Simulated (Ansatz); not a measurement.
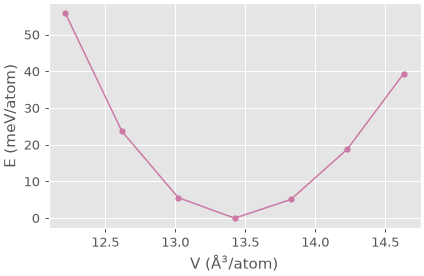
Fig. 1. FeGe in space group P-6m2 (No. 187; Fe on 1a, Ge on 1f) under volume change, r²SCAN (plane waves, PAW; program Ansatz), shape and atoms relaxed at each volume.

Problem. What does a third-order Birch–Murnaghan fit give for V₀, B₀ and B′?

Solution. V₀ = 13.43 Å³/atom, B₀ = 136 GPa, B′ = 4.6.

A made-up cell: these elements were put on the sites of a structure type; neither database checked (COD, Materials Project) lists it. COD files the formula under space group No. 198. Whether it is the stable phase at ambient conditions was not checked. Symmetry was held in the r²SCAN relaxation; whether a distortion lowers the energy is not shown. Magnetic state: ferromagnetic, chosen from 4 collinear starts compared on coarse meshes (ties went to the first, and starts can fall back to one state), not a proven ground state. Other orbital occupations within this spin state were not tried.

Potentials: the later of the program's two PAW sets.
